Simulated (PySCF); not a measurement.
**Run report: LiNa, single-point calculation**

- system: LiNa
- method: RKS-scan/6-311++g**, tda (PySCF 2.14.0)

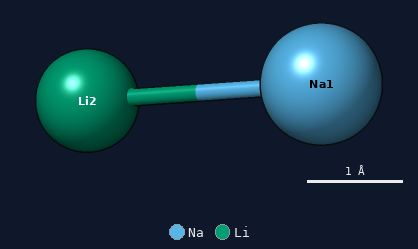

*The structure (ball-and-stick view, seen at a tilt; atoms are numbered from 1 in the order of the input). Sticks mark near contacts.*

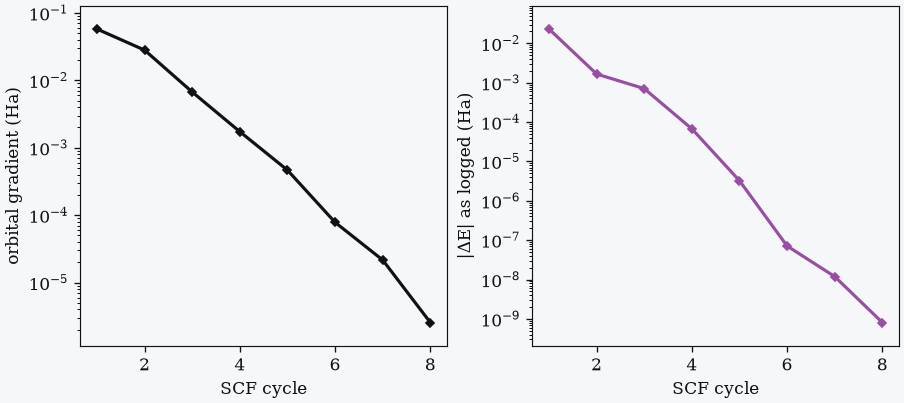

*Convergence of the self-consistent field: orbital gradient and size of the energy change against the SCF cycle.*

The residual falls at every step.

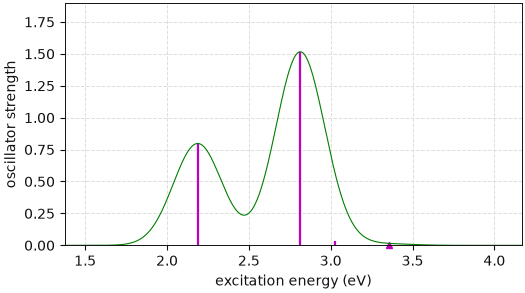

*Computed excitations as sticks (degenerate states added up, dark ones marked on the axis), with a Gaussian envelope of 0.35 eV full width at half maximum, scaled to the tallest.*

Of the 5 states the lowest lies at 2.19 eV (f = 0.803); the strongest line is at 2.81 eV, or 441 nm (f = 1.516, summed over 2 states that lie within 0.004 eV).

These pictures come from the run below.

The input
```python
from pyscf import gto, dft, tdscf

mol = gto.M(
    atom='Na 0 0 0; Li 0 0 2.86',
    basis='6-311++g**',
    charge=0,
    spin=0,
    symmetry=True,
    verbose=4,
)
mf = dft.RKS(mol, xc='scan')
mf = mf.density_fit(auxbasis='def2-universal-jkfit')
mf.kernel()
td = tdscf.TDA(mf)
td.nstates = 5
td.kernel()
td.analyze()
mf.dip_moment()
print('orbital energies (hartree):', mf.mo_energy[..., max(0, mol.nelec[1]-3):mol.nelec[0]+3].round(4))
```

Command:
```bash
OMP_NUM_THREADS=1 python input.py
```

The program's output
```
PySCF version 2.14.0

[INPUT] verbose = 4
[INPUT] num. atoms = 2
[INPUT] num. electrons = 14
[INPUT] charge = 0
[INPUT] spin (= nelec alpha-beta = 2S) = 0
[INPUT] symmetry True subgroup None
[INPUT] Mole.unit = angstrom
[INPUT] Symbol           X                Y                Z      unit          X                Y                Z       unit  Magmom
[INPUT]  1 Na     0.000000000000   0.000000000000   0.000000000000 AA    0.000000000000   0.000000000000   0.000000000000 Bohr   0.0
[INPUT]  2 Li     0.000000000000   0.000000000000   2.860000000000 AA    0.000000000000   0.000000000000   5.404616716256 Bohr   0.0

nuclear repulsion = 6.10589089523077
point group symmetry = Coov
symmetry origin: [0.         0.         1.15813215]
symmetry axis x: [1. 0. 0.]
symmetry axis y: [0. 1. 0.]
symmetry axis z: [0. 0. 1.]
num. orbitals of irrep A1 = 24
num. orbitals of irrep E1x = 12
num. orbitals of irrep E1y = 12
num. orbitals of irrep E2x = 2
num. orbitals of irrep E2y = 2
number of shells = 24
number of NR pGTOs = 84
number of NR cGTOs = 52
basis = 6-311++g**
ecp = {}

******** <class 'pyscf.df.df_jk.DFSymAdaptedRKS'> ********
method = DFSymAdaptedRKS
initial guess = minao
damping factor = 0
level_shift factor = 0
DIIS = <class 'pyscf.scf.diis.CDIIS'>
diis_start_cycle = 1
diis_space = 8
diis_damp = 0
SCF conv_tol = 1e-09
SCF conv_tol_grad = None
SCF max_cycles = 50
direct_scf = False
XC library pyscf.dft.libxc version 7.0.0
    S. Lehtola, C. Steigemann, M. J.T. Oliveira, and M. A.L. Marques.,  SoftwareX 7, 1–5 (2018)
XC functionals = scan
    J. Sun, A. Ruzsinszky, and J. P. Perdew.,  Phys. Rev. Lett. 115, 036402 (2015)
    J. Sun, A. Ruzsinszky, and J. P. Perdew.,  Phys. Rev. Lett. 115, 036402 (2015)
radial grids:
    Treutler-Ahlrichs [JCP 102, 346 (1995); DOI:10.1063/1.469408] (M4) radial grids

becke partition: Becke, JCP 88, 2547 (1988); DOI:10.1063/1.454033
pruning grids: <function nwchem_prune>
grids dens level: 3
symmetrized grids: True
atomic radii adjust function: <function treutler_atomic_radii_adjust>
small_rho_cutoff = 0
Freeze 0 electrons in irreps []
    14 free electrons in irreps A1 E1x E1y E2x E2y
Set gradient conv threshold to 3.16228e-05
Initial guess from minao.
tot grids = 31824
init E= -169.737884186015
HOMO (A1) = -0.141759766122158  LUMO (A1) = -0.0730338892283596  gap/eV = 1.87013
cycle= 1 E= -169.761020453563  delta_E= -0.0231  |g|= 0.0576  |ddm|= 0.882
HOMO (A1) = -0.104516998282515  LUMO (A1) = -0.0496401567958941  gap/eV = 1.49327
cycle= 2 E= -169.762683733614  delta_E= -0.00166  |g|= 0.028  |ddm|= 0.333
HOMO (A1) = -0.117790372322063  LUMO (A1) = -0.0588623334390143  gap/eV = 1.60351
cycle= 3 E= -169.76339223291  delta_E= -0.000708  |g|= 0.0067  |ddm|= 0.135
HOMO (A1) = -0.117631001260766  LUMO (A1) = -0.0588768592518485  gap/eV = 1.59878
cycle= 4 E= -169.763459504012  delta_E= -6.73e-05  |g|= 0.00173  |ddm|= 0.0384
HOMO (A1) = -0.117345316094097  LUMO (A1) = -0.0587817796870204  gap/eV = 1.59359
cycle= 5 E= -169.763462745716  delta_E= -3.24e-06  |g|= 0.000465  |ddm|= 0.00923
HOMO (A1) = -0.117445111463125  LUMO (A1) = -0.0588797421096894  gap/eV = 1.59364
cycle= 6 E= -169.7634628169  delta_E= -7.12e-08  |g|= 7.83e-05  |ddm|= 0.00184
HOMO (A1) = -0.117482276125119  LUMO (A1) = -0.0589180711395166  gap/eV = 1.59361
cycle= 7 E= -169.763462828763  delta_E= -1.19e-08  |g|= 2.16e-05  |ddm|= 0.000733
HOMO (A1) = -0.117486413171518  LUMO (A1) = -0.0589208289659386  gap/eV = 1.59365
cycle= 8 E= -169.763462829572  delta_E= -8.1e-10  |g|= 2.56e-06  |ddm|= 0.000248
HOMO (A1) = -0.117484960841771  LUMO (A1) = -0.0589196800435125  gap/eV = 1.59364
Extra cycle  E= -169.763462829578  delta_E= -5.71e-12  |g|= 1.53e-06  |ddm|= 7.92e-05
converged SCF energy = -169.763462829578

******** <class 'pyscf.tdscf.rks.TDA'> for <class 'pyscf.df.df_jk.DFSymAdaptedRKS'> ********
nstates = 5 singlet
deg_eia_thresh = 1.000e-03
wfnsym = None
conv_tol = 1e-05
eigh lindep = 1e-12
eigh level_shift = 0
eigh max_cycle = 100

Excitation energies (eV)
[2.18737424 2.81279815 2.81279815 3.02646677 3.35494452]

** Singlet excitation energies and oscillator strengths **
Excited State   1:   A1      2.18737 eV    566.82 nm  f=0.8031
       7 -> 8         0.68979
       7 -> 19       -0.11699
Excited State   2:  E1y      2.81280 eV    440.79 nm  f=0.7580
       7 -> 10       -0.68550
       7 -> 21       -0.11853
Excited State   3:  E1x      2.81280 eV    440.79 nm  f=0.7580
       7 -> 9        -0.68550
       7 -> 20       -0.11853
Excited State   4:   A1      3.02647 eV    409.67 nm  f=0.0302
       7 -> 11        0.65848
       7 -> 17       -0.20700
Excited State   5:  E1y      3.35494 eV    369.56 nm  f=0.0110
       7 -> 14       -0.70053

** Transition electric dipole moments (AU) **
state          X           Y           Z        Dip. S.      Osc.
  1        -0.0000      0.0000      3.8713     14.9867      0.8031
  2        -0.0000     -3.3166     -0.0000     10.9997      0.7580
  3        -3.3166      0.0000      0.0000     10.9997      0.7580
  4         0.0000      0.0000     -0.6379      0.4070      0.0302
  5         0.0000     -0.3660      0.0000      0.1339      0.0110

** Transition velocity dipole moments (imaginary part, AU) **
state          X           Y           Z        Dip. S.      Osc.
  1        -0.0000      0.0000      0.1858      0.0345      0.2863
  2        -0.0000     -0.2259     -0.0000      0.0510      0.3291
  3        -0.2259      0.0000      0.0000      0.0510      0.3291
  4        -0.0000     -0.0000     -0.0393      0.0015      0.0092
  5         0.0000     -0.0416      0.0000      0.0017      0.0094

** Transition magnetic dipole moments (imaginary part, AU) **
state          X           Y           Z
  1        -0.0000      0.0000     -0.0000
  2        -0.3202      0.0000     -0.0000
  3        -0.0000      0.3202      0.0000
  4        -0.0000     -0.0000     -0.0000
  5         0.0573     -0.0000     -0.0000
Dipole moment(X, Y, Z, Debye):  0.00000,  0.00000, -0.19165
orbital energies (hartree): [-1.0706 -1.0706 -0.1175 -0.0589 -0.0368 -0.0368]
```

Key numbers

| quantity | value |
| --- | --- |
| outcome | converged |
| SCF energy | −169.763463 hartree |
| dipole moment | 0.19 D |
| hardware | 1 CPU thread, shared host |
| wall time | 6.8 s |
